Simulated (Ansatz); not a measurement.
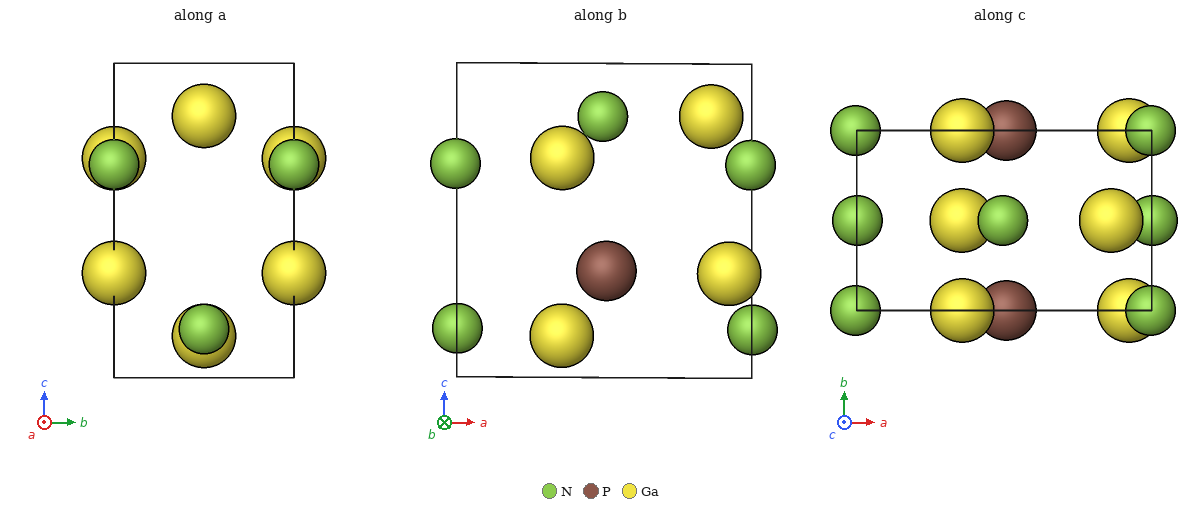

The crystal in a spheres-only representation, seen along the a axis, along the b axis and along the c axis. Thin lines show the conventional unit cell, with boundary atoms drawn in all their periodic places.

Lattice parameters: a = 5.5383 Å, b = 3.3773 Å, c = 5.8960 Å, α = 90.000°, β = 90.333°, γ = 90.000°.

Record the structure as a CIF with its space group and independent sites, with free fractional coordinates to two decimals.

```cif
data_structure
_symmetry_space_group_name_H-M 'P m'
_symmetry_Int_Tables_number 6
_cell_length_a 5.5383
_cell_length_b 3.3773
_cell_length_c 5.8960
_cell_angle_alpha 90.000
_cell_angle_beta 90.333
_cell_angle_gamma 90.000
_cell_volume 110.28
loop_
_atom_site_label
_atom_site_type_symbol
_atom_site_symmetry_multiplicity
_atom_site_Wyckoff_symbol
_atom_site_fract_x
_atom_site_fract_y
_atom_site_fract_z
_atom_site_occupancy
N1 N 1 a 0.00 0.00 0.68 1
N2 N 1 b 0.00 0.50 0.15 1
N3 N 1 b 0.50 0.50 0.83 1
P1 P 1 a 0.51 0.00 0.34 1
Ga1 Ga 1 a 0.36 0.00 0.70 1
Ga2 Ga 1 b 0.36 0.50 0.13 1
Ga3 Ga 1 b 0.86 0.50 0.83 1
Ga4 Ga 1 a 0.92 0.00 0.33 1
```

Origin of the cell: a structure type filled with these elements by a generator (whether the compound takes this form wasn't checked). Atoms and cell were optimised with Ansatz, DFT, PBE, plane waves, PAW.
